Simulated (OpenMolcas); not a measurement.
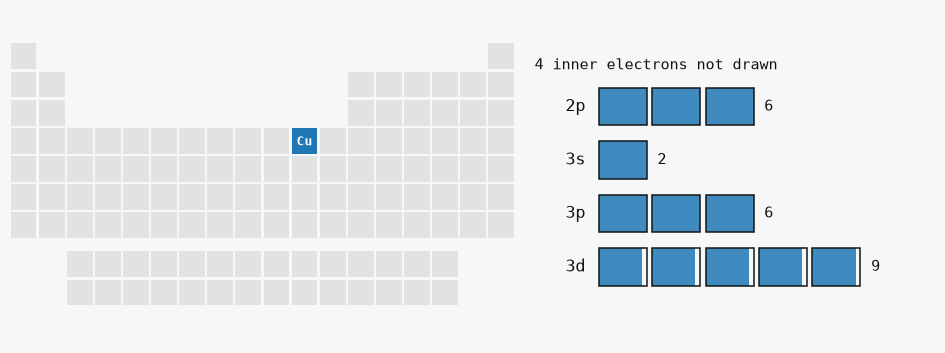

*Left, the place of copper in the periodic table; right, the outer shells of the leading configuration of the lowest level: a box for each of the 2l + 1 orbitals, shaded by the share of the shell that is filled, with the electron count at the right.*

**Run report: Cu²⁺ complex, multiconfigurational calculation**

Cu²⁺ with 6 ligands (I; octahedron, 2.86 Å), neutralised by 6 outer point charges of +0.67 e, whose field is part of the energies. Computed at this level: state-averaged CASSCF, active space 9 electrons in the shell 3d, basis ANO-RCC-VTZP on the metal and ANO-RCC-VDZP on the ligands, DKH2 scalar Hamiltonian, spin-orbit coupling by RASSI with atomic mean-field integrals (OpenMolcas).

Input:
```
&GATEWAY
Coord
7

Cu 0.0 0.0 0.0
I 2.860000 0.000000 0.000000
I 0.000000 2.860000 0.000000
I -2.860000 0.000000 0.000000
I 0.000000 -2.860000 0.000000
I 0.000000 0.000000 2.860000
I 0.000000 0.000000 -2.860000
Basis=Cu.ANO-RCC-VTZP,I.ANO-RCC-VDZP
Group=XYZ
NoMove
AngMom=0.0 0.0 0.0
AMFI
RICD
XField
3 Angstrom 0
6.060000 0.000000 0.000000 0.666667
0.000000 6.060000 0.000000 0.666667
0.000000 0.000000 6.060000 0.666667
&SEWARD
&RASSCF
FileOrb=start.orb
Symmetry=1
Spin=2
nActEl=9 0 0
Inactive=84 87
Ras2=5 0
CIRoot=5 5 1
SDav=5
CIMx=300
Iter=150 100
PrWF=0.3
OrbListing=Nothing
MaxOrb=0
LevShft=1.0
>>> COPY $Project.JobIph JOB001
&RASSI
NrOfJobIphs=1 5
1 2 3 4 5
IphNames
JOB001
EJob
SpinOrbit
DIPRint=1.0
SOCoupling=1000.0
Subsets=2
Property=9
'ANGMOM' 1 'ANGMOM' 2 'ANGMOM' 3 'MLTPL  1' 1 'MLTPL  1' 2 'MLTPL  1' 3
'AMFI' 1 'AMFI' 2 'AMFI' 3
SOProperty=3
'ANGMOM' 1 'ANGMOM' 2 'ANGMOM' 3
```

The file start.orb holds starting orbitals from an earlier step. A driver script formed the levels outside the program, from RASSI's spin-orbit matrix and the active-space energies, averaged over the components of each term or state.

Run as:
```bash
OMP_NUM_THREADS=1 MOLCAS_MEM=2457 MOLCAS_PROJECT=a pymolcas a.inp > a.log  # once for each step of the input, in one work folder
```

Log (extracts):
```
--- SEWARD ---
Basis set label: CU.ANO-RCC...6S5P3D2F1G.

      Electronic valence basis set:
      ------------------
      Associated Effective Charge  29.000000 au
      Associated Actual Charge     29.000000 au
      Nuclear Model: Point charge

      Shell  nPrim  nBasis  Cartesian Spherical Contaminant
         s      21       6        X
         p      15       5        X
         d      10       3                 X
         f       6       2                 X
         g       4       1                 X
                  Relativistic Douglas-Kroll-Hess integrals:
                    - DKH order of Hamiltonian: 2
                    - DKH order of Properties : 0
                  Atomic mean-field integrals
--- RASSCF ---
Wave function specifications:
      -----------------------------

      Number of closed shell electrons         342
      Number of electrons in active shells       9
      Max number of holes in RAS1 space          0
      Max nr of electrons in RAS3 space          0
      Number of inactive orbitals              171
      Number of active orbitals                  5
      Number of secondary orbitals             141
      Spin quantum number                      0.5
      State symmetry                             1
Orbital specifications:
      -----------------------

      Symmetry species                           1   2
                                                ag  au
      Frozen orbitals                            0   0
      Inactive orbitals                         84  87
      Active orbitals                            5   0
      RAS1 orbitals                              0   0
      RAS2 orbitals                              5   0
      RAS3 orbitals                              0   0
      Secondary orbitals                        70  71
      Deleted orbitals                           0   0
      Number of basis functions                159 158
      Number of CSFs                             5
      Number of root(s) required                 5
      Iter CI   SX   CI       RASSCF       Energy    max ROT     max BLB   max BLB  Level Ln srch  Step   QN
          iter iter root      energy       change     param      element    value   shift minimum  type update
 Nr of preliminary CI iterations:   1
      Total energies have been shifted. Add               -44000.00 au
        1   1   14    0  -319.30064571    0.00E+00  -4.18E-02   89  95 1  3.01E-01*  1.70   0.00    SX    NO
        2   1   14    0  -319.52762230   -2.27E-01* -3.16E-02    3 111 1 -1.25E-01*  1.45   0.00    SX    NO
        3   1   14    0  -319.60494057   -7.73E-02* -2.47E-02   15  88 2  7.13E-02*  1.44   0.00    SX    NO
        4   1   13    0  -319.63439841   -2.95E-02* -1.38E-02   12  90 1  4.72E-02*  1.38   0.00    SX    NO
        5   1   13    0  -319.64737618   -1.30E-02* -1.81E-02   12  90 1  3.52E-02*  1.37   2.50    LS   YES
        6   1   13    0  -319.65568627   -8.31E-03*  1.14E-02    6 100 2 -3.94E-02*  1.36   1.34    QN   YES
        7   1   13    0  -319.65853964   -2.85E-03* -4.38E-03   87  93 1 -1.38E-02*  1.32   1.04    QN   YES
        8   1   12    0  -319.65930125   -7.62E-04* -4.48E-03   12  90 1  4.76E-03*  1.33   2.05    LS   YES
        9   1   12    0  -319.65957434   -2.73E-04* -3.91E-03   89  95 1  5.69E-03*  1.33   1.03    QN   YES
       10   1   11    0  -319.65976591   -1.92E-04* -1.90E-03   12  90 1  2.30E-03*  1.33   1.49    LS   YES
       11   1   11    0  -319.65978918   -2.33E-05* -9.41E-04    5  99 2  2.98E-03*  1.33   1.01    QN   YES
       12   1   10    0  -319.65981929   -3.01E-05* -9.59E-04   12  90 1  1.42E-03*  1.33   2.03    LS   YES
       13   1   10    0  -319.65982956   -1.03E-05*  2.58E-04   87  99 1 -9.53E-04*  1.33   1.00    QN   YES
       14   1    9    0  -319.65983318   -3.63E-06*  2.71E-04   15  88 2 -3.71E-04*  1.33   2.05    LS   YES
       15   1    9    0  -319.65983458   -1.39E-06* -1.12E-04    4 108 2 -3.46E-04*  1.33   1.05    QN   YES
       16   1    8    0  -319.65983513   -5.58E-07*  1.01E-04    4 108 2 -1.23E-04*  1.33   1.90    LS   YES
       17   1    8    0  -319.65983529   -1.53E-07*  1.10E-04    2 111 1 -1.45E-04*  1.33   0.95    QN   YES
       18   1    7    0  -319.65983541   -1.23E-07*  7.36E-05   12  90 1  5.34E-05   1.33   1.67    LS   YES
       19   1    6    0  -319.65983543   -2.08E-08*  2.12E-05    4  88 2 -6.46E-05   1.33   0.98    QN   YES
       20   1    6    0  -319.65983545   -1.59E-08*  1.89E-05    6  90 2 -3.14E-05   1.33   1.57    QN   YES
       21   1    5    0  -319.65983545   -3.53E-09   2.84E-05   12  96 1  8.64E-06   1.33   2.50    LS   YES
      Convergence after 21 iterations
       22   1    5    0  -319.65983544    9.23E-09   2.84E-05    6  90 2  5.55E-05   1.33   2.50    LS   YES
      Natural orbitals and occupation numbers for root  1
      sym 1:   2.000000   2.000000   1.000000   2.000000   2.000000
      Natural orbitals and occupation numbers for root  2
      sym 1:   2.000000   2.000000   2.000000   2.000000   1.000000
      Natural orbitals and occupation numbers for root  3
      sym 1:   1.000000   2.000000   2.000000   2.000000   2.000000
::    RASSCF root number  1 Total energy: -44319.66620016
::    RASSCF root number  2 Total energy: -44319.66620016
::    RASSCF root number  3 Total energy: -44319.65559230
::    RASSCF root number  4 Total energy: -44319.65559230
::    RASSCF root number  5 Total energy: -44319.65559230
--- RASSI ---
SPIN-FREE ENERGIES:
  (Shifted by EMIN (a.u.) =     -44319.6662001589)

 SF State       Relative EMIN(au)   Rel lowest level(eV)    D:o, cm**(-1)

     1             0.0000000000        0.0000000000              0.0000
     2             0.0000000000        0.0000000000              0.0000
     3             0.0106078615        0.2886546173           2328.1565
     4             0.0106078630        0.2886546579           2328.1568
     5             0.0106078630        0.2886546579           2328.1568
     Dipole printing threshold changed to   1.00000000E+00
Eigenvalues of complex Hamiltonian:
   -----------------------------------
  (Shifted by EMIN (a.u.) =     -44319.6662001589)

 SO State       Relative EMIN(au)   Rel lowest level(eV)    D:o, cm**(-1)

     1            -0.0013592155        0.0000000000              0.0000
     2            -0.0013592155        0.0000000000              0.0000
     3            -0.0013592155        0.0000000021              0.0000
     4            -0.0013592155        0.0000000021              0.0000
     5             0.0068633911        0.2237485251           1804.6536
     6             0.0068633911        0.2237485251           1804.6536
     7             0.0138393133        0.4135730381           3335.6915
     8             0.0138393133        0.4135730381           3335.6915
     9             0.0138393142        0.4135730633           3335.6917
    10             0.0138393142        0.4135730633           3335.6917
Weights of the five most important spin-orbit-free states for each spin-orbit state.

 SO State  Total energy (au)           Spin-free states, spin, and weights
 -------------------------------------------------------------------------------------------------------
    1        -0.001359       2 0.5  0.8243    1 0.5  0.0863    3 0.5  0.0557    4 0.5  0.0193    5 0.5  0.0144
    2        -0.001359       2 0.5  0.8243    1 0.5  0.0862    3 0.5  0.0557    4 0.5  0.0193    5 0.5  0.0144
    3        -0.001359       1 0.5  0.8243    2 0.5  0.0863    5 0.5  0.0453    4 0.5  0.0403    3 0.5  0.0039
    4        -0.001359       1 0.5  0.8243    2 0.5  0.0862    5 0.5  0.0453    4 0.5  0.0403    3 0.5  0.0039
    5         0.006863       3 0.5  0.3333    5 0.5  0.3333    4 0.5  0.3333    2 0.5  0.0000    1 0.5  0.0000
    6         0.006863       3 0.5  0.3333    5 0.5  0.3333    4 0.5  0.3333    2 0.5  0.0000    1 0.5  0.0000
    7         0.013839       3 0.5  0.6068    5 0.5  0.1542    4 0.5  0.1495    2 0.5  0.0836    1 0.5  0.0058
    8         0.013839       3 0.5  0.6068    5 0.5  0.1542    4 0.5  0.1495    2 0.5  0.0836    1 0.5  0.0058
    9         0.013839       4 0.5  0.4575    5 0.5  0.4528    1 0.5  0.0836    2 0.5  0.0058    3 0.5  0.0003
   10         0.013839       4 0.5  0.4575    5 0.5  0.4528    1 0.5  0.0836    2 0.5  0.0058    3 0.5  0.0003
 -------------------------------------------------------------------------------------------------------
```

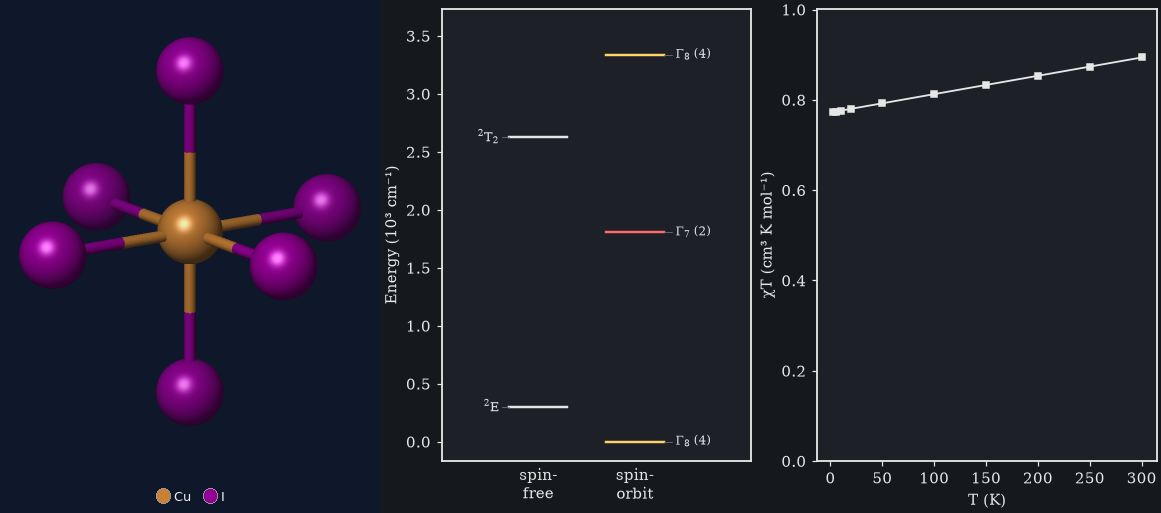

*Cu²⁺ (3d⁹) with 6 ligands, I⁻, at 2.86 Å (arrangement: octahedron, Oh), neutralised by outer point charges of +0.67 e, and its levels and susceptibility. Labels give the representation in O, Td, D4 or D3 as the site allows (double group for half-integer spin) where it could be assigned and, in brackets, the degeneracy; spin-free states, where drawn, share the zero of the spin-orbit levels. Powder susceptibility by Van Vleck's formula.*

The ground level is Γ₈, 4-fold degenerate, 100 % from states of spin multiplicity 2. The next level lies at 1,800 cm⁻¹ (Γ₇). The lowest spin-free state is ²E, from the free-ion D term; of the same spin there follows at 2,330 cm⁻¹ (²T₂) above it. A ligand-field fit to the spin-free states gives |10Dq| = 2,330 cm⁻¹. χT is 0.773 cm³ K mol⁻¹ at 2 K and 0.894 at 300 K, an effective moment of 2.67 μB. The active orbitals hold 96 to 99 % metal character (Löwdin), and the Mulliken charge of the metal is +0.88.

Summary:

```tsv
quantity	value
outcome	converged
energy of the lowest spin-free term	−44319.66620 hartree
energy of the lowest spin-orbit level	−44319.66756 hartree
largest spread among components of a term	0.0 cm⁻¹
hardware	1 thread of Arm Neoverse V2, 24 GiB of memory available, shared host
wall time	2.9 min
peak memory	0.38 GiB
```

Notes:

Without dynamic correlation the splittings between terms come out too large, often by 20 to 50 %. To bear in mind: orbital doublet at a regular site, Jahn-Teller distortion not allowed for; covalent bonds, ligand orbitals missing from the active space; distances are set from ionic radii, not optimised.
